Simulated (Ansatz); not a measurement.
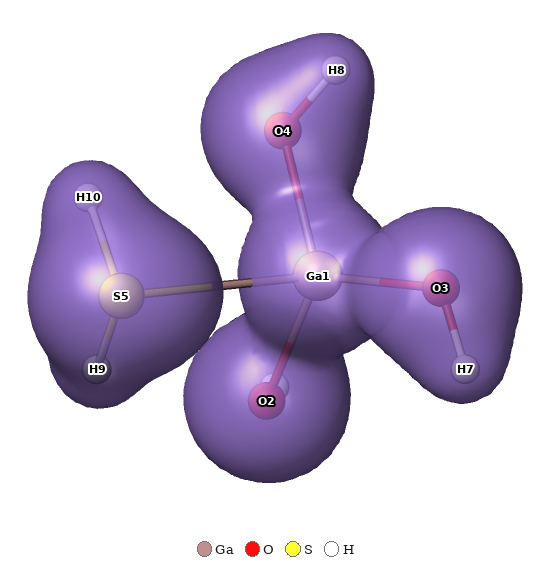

The picture shows: GaH5O3S (SMILES [OH][Ga-]([OH])([OH])[SH2+]). Isosurface of the electron density at 0.4 e/Å³ (purple), seen across its widest extent.

Geometry: PBE0-D4/def2-SVP.

These are results of isolated molecule in a Gaussian basis; Kohn-Sham density functional theory, functional PBE0 (Ansatz 0.2.0), not measurements.

Input file:

```
crystal:
  periodic: [false, false, false]
  atoms:
    - {symbol: Ga, position_ang: [-0.859014, 0.719947, -0.226918]}
    - {symbol: O, position_ang: [-1.861300, 0.877431, -1.723075]}
    - {symbol: O, position_ang: [-1.445772, -0.162677, 1.212278]}
    - {symbol: O, position_ang: [0.916808, 0.871501, -0.447405]}
    - {symbol: S, position_ang: [-1.256561, 3.277063, 0.167606]}
    - {symbol: H, position_ang: [-1.453494, 0.453415, -2.485106]}
    - {symbol: H, position_ang: [-2.383771, -0.372089, 1.167764]}
    - {symbol: H, position_ang: [1.415211, 0.447942, 0.258751]}
    - {symbol: H, position_ang: [-1.719671, 3.145862, -1.100508]}
    - {symbol: H, position_ang: [0.029855, 3.391489, -0.236942]}
basis:
  gaussian:
    orbitals: def2-SVPD
hamiltonian:
  xc: pbe0
output: {forces: true, orbitals: {seedname: orbitals}}
```

Launched as:

```sh
ansatz run input.yaml --threads 2 --pin off --max-ram 5220MiB --events-out events.jsonl --progress --plain --runs-dir runs
```

**What does this surface tell about the bonding?**

At this value the surface falls into two separate pieces. It bridges the sampled Ga–O (1.79 Å), O–H (0.96 Å) and S–H (1.35 Å) contacts, where the density stays above the isovalue. It is pinched off along the sampled Ga–S (2.62 Å) contacts. On the grid the lowest density along these lines, outside the cores, is 0.86 e/Å³ (Ga–O, 1.79 Å), 0.27 e/Å³ (Ga–S, 2.62 Å), 2.4 e/Å³ (O–H, 0.96 Å) and 1.4 e/Å³ (S–H, 1.35 Å).
